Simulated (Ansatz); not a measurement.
# The cluster ZnCu₂− (doublet): a spread of methods and bases

How do the results and run time of the cluster ZnCu₂− (doublet) respond when the settings are drawn wide?

The runs use Ansatz 0.2.0, Gaussian basis; the settings change from run to run.

### 1 The relaxed structure

The structure was relaxed beforehand with r2SCAN-D4 in a triple-zeta def2 set.

3 atoms, charge -1, spin multiplicity 2.

Atoms are counted from 1 here; the program's logs count them from 0.

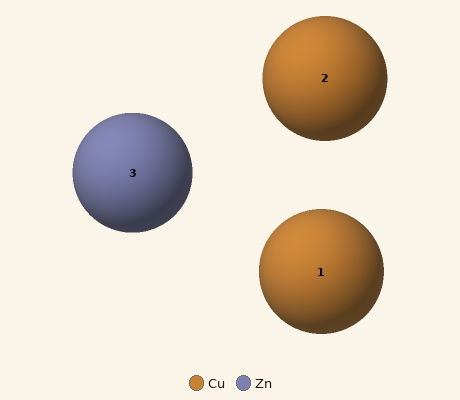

The geometry (copper orange, zinc blue); atoms are numbered from 1 in the order of the file.

Geometry (Å):

```
Cu    0.47888    0.46383   -1.20497
Cu   -0.49659    1.00277    0.81427
Zn    0.01771   -1.46661    0.39069
```

### 2 revPBE0/pcseg-2

This run has restricted open-shell orbitals, D4 dispersion.

File in.yaml:

```yaml
crystal:
  periodic: [false, false, false]
  atoms:
    - {symbol: Cu, position_ang: [0.478882, 0.463828, -1.204970]}
    - {symbol: Cu, position_ang: [-0.496591, 1.002770, 0.814271]}
    - {symbol: Zn, position_ang: [0.017709, -1.466609, 0.390689]}
basis:
  gaussian: {orbitals: pcseg-2}
total_charge: -1
magnetization: {spin_polarized: false, initial_magnetization: 1}
hamiltonian: {xc: {name: revPBE0}, dispersion: d4}
scf: {omitted_lower_state_checks: [starts]}
output: {forces: true}
```

Launch:

```console
ansatz run in.yaml --threads 4 --pin off --events-out ev --progress --plain --max-ram 3916MiB
```

The log of the run:

```text
Functional definition: revPBE0
  name "revPBE0"
  cite "Zhang & Yang, Phys. Rev. Lett. 80, 890 (1998) doi:10.1103/PhysRevLett.80.890"
  cite "Adamo & Barone, J. Chem. Phys. 110, 6158 (1999) doi:10.1063/1.478522"
  cite "Perdew, Burke & Ernzerhof, Phys. Rev. Lett. 77, 3865 (1996) doi:10.1103/PhysRevLett.77.3865"
  parameter a = 0.25
  parameter kappa = 1.245
  parameter beta = 0.06672455060314922
  exchange = (1 - a)*pbe_x(kappa = kappa, mu = beta*pi^2/3) + a*exact_x
  correlation = pbe_c(beta = beta)
these checks for a lower state are left out or cut short: starts
1374 factors; integrals over basis functions are off by at most 1.2e-3 eV
mean field evaluation 1: about -137681.9260 eV, gradient 1.2e2 eV
mean field evaluation 2: about -137682.1783 eV, gradient 1.1e2 eV
mean field evaluation 4: about -137693.5643 eV, gradient 1.6e1 eV
mean field evaluation 8: about -137693.9417 eV, gradient 1.1e0 eV
mean field evaluation 16: about -137693.9523 eV, gradient 5.8e-3 eV
mean field -137693.95232444 eV, -5060.1594156102 hartree, gradient 1.3e-5 eV, S^2 0.750000; 0 other end points of the search recorded, 0 dependent functions left out
the calculation of the forces begins
reference -137693.95235077 eV, -5060.1594165779 hartree; 45, 44 occupied and 123, 124 virtual orbitals, 1374 factors
Total energy: -137694.16214997 eV, -5060.1671265561 hartree
Atom 0 at     0.478882     0.463828    -1.204970 Å, force     0.201301     0.132131    -0.488081 eV/Å
Atom 1 at    -0.496591     1.002770     0.814271 Å, force    -0.203185     0.338472     0.354237 eV/Å
Atom 2 at     0.017709    -1.466609     0.390689 Å, force     0.001884    -0.470604     0.133845 eV/Å
Dipole moment:     0.001487    -0.079552     0.020018 e Å
Checks for a lower state left out: starts
```

Wall time 6.5 s (4 threads of Arm Neoverse V2, shared host); peak memory 0.59 GiB.

Largest force 0.544 eV/Å.

### 3 RPBE/def2-TZVP

Set apart from the defaults: coordinates scaled by 1.05.

File in.yaml:

```yaml
crystal:
  periodic: [false, false, false]
  atoms:
    - {symbol: Cu, position_ang: [0.502826, 0.487020, -1.265218]}
    - {symbol: Cu, position_ang: [-0.521421, 1.052909, 0.854985]}
    - {symbol: Zn, position_ang: [0.018594, -1.539939, 0.410223]}
basis:
  gaussian: {orbitals: def2-TZVP}
total_charge: -1
magnetization: {spin_polarized: true, initial_magnetization: 1}
hamiltonian: {xc: {name: RPBE}}
output: {forces: true}
```

Launched as before.

The log of the run, shortened:

```text
Functional definition: RPBE
  name "RPBE"
  cite "Hammer, Hansen & Nørskov, Phys. Rev. B 59, 7413 (1999) doi:10.1103/PhysRevB.59.7413"
  cite "Perdew, Burke & Ernzerhof, Phys. Rev. Lett. 77, 3865 (1996) doi:10.1103/PhysRevLett.77.3865"
[...]
1366 factors; their error is unknown
[...]
mean field -137699.36750833 eV, -5060.3584199475 hartree, gradient 2.1e-5 eV, S^2 0.763990; 8 other end points of the search recorded, 0 dependent functions left out
[...]
reference -137699.36754076 eV, -5060.3584211392 hartree; 45, 44 occupied and 93, 94 virtual orbitals, 1366 factors
Total energy: -137699.36754076 eV, -5060.3584211392 hartree
Atom 0 at     0.502826     0.487020    -1.265218 Å, force    -0.055952     0.082659     0.100643 eV/Å
Atom 1 at    -0.521421     1.052909     0.854985 Å, force     0.056498     0.012869    -0.129882 eV/Å
Atom 2 at     0.018594    -1.539939     0.410223 Å, force    -0.000545    -0.095528     0.029239 eV/Å
Dipole moment:     0.001009    -0.034798     0.007957 e Å
```

It took 12 s on 4 threads of Arm Neoverse V2, shared host.

Largest force 0.142 eV/Å, ⟨S²⟩ 0.764.

### 4 r2SCAN/def2-SVP

File in.yaml:

```yaml
crystal:
  periodic: [false, false, false]
  atoms:
    - {symbol: Cu, position_ang: [0.478882, 0.463828, -1.204970]}
    - {symbol: Cu, position_ang: [-0.496591, 1.002770, 0.814271]}
    - {symbol: Zn, position_ang: [0.017709, -1.466609, 0.390689]}
basis:
  gaussian: {orbitals: def2-SVP}
total_charge: -1
magnetization: {spin_polarized: true, initial_magnetization: 1}
hamiltonian: {xc: {name: r2SCAN}}
scf: {omitted_lower_state_checks: [starts]}
output: {forces: true}
```

Launched as before.

The log of the run, shortened:

```text
Functional definition: r2SCAN
  name "r2SCAN"
  cite "Furness, Kaplan, Ning, Perdew & Sun, J. Phys. Chem. Lett. 11, 8208 (2020) doi:10.1021/acs.jpclett.0c02405"
  cite "Furness, Kaplan, Ning, Perdew & Sun, J. Phys. Chem. Lett. 11, 9248 (2020) doi:10.1021/acs.jpclett.0c03077"
  parent r2scan
[...]
1126 factors; their error is unknown
[...]
mean field -137680.89478762 eV, -5059.6795599827 hartree, gradient 2.7e-5 eV, S^2 0.770197; 0 other end points of the search recorded, 0 dependent functions left out
[...]
reference -137680.89481540 eV, -5059.6795610036 hartree; 45, 44 occupied and 48, 49 virtual orbitals, 1126 factors
Total energy: -137680.89481540 eV, -5059.6795610036 hartree
Atom 0 at     0.478882     0.463828    -1.204970 Å, force    -0.249004    -0.121935     0.591567 eV/Å
Atom 1 at    -0.496591     1.002770     0.814271 Å, force     0.257161    -0.409440    -0.453898 eV/Å
Atom 2 at     0.017709    -1.466609     0.390689 Å, force    -0.008157     0.531375    -0.137668 eV/Å
Dipole moment:     0.001654    -0.083858     0.020907 e Å
Checks for a lower state left out: starts
```

It took 4.5 s on 4 threads of Arm Neoverse V2, shared host.

Largest force 0.663 eV/Å, ⟨S²⟩ 0.770.

### 5 All runs side by side

```
          level  charge  multiplicity  geometry  functions  energy (eV)   time
revPBE0/pcseg-2      -1             2   relaxed        168  -137694.162  6.5 s
 RPBE/def2-TZVP      -1             2    scaled        138  -137699.368   12 s
r2SCAN/def2-SVP      -1             2   relaxed         93  -137680.895  4.5 s
```

### 6 Summary of results

```
                                         quantity                   value
                                             runs                       3
                                         quickest  r2SCAN/def2-SVP, 4.5 s
                                          slowest    RPBE/def2-TZVP, 12 s
spread of total energies, same state and geometry                 13.3 eV
```

What this shows: Run time spans a factor of 3, from r2SCAN/def2-SVP to RPBE/def2-TZVP. The jobs differ in tasks and options as well as level. Total energies at one charge and spin differ by 13 eV between levels, so only differences within one level mean anything. At the r2SCAN-D4/def2-TZVPD geometry and in the same state, runs without warnings or point charges leave forces up to 0.66 eV/Å (r2SCAN/def2-SVP).
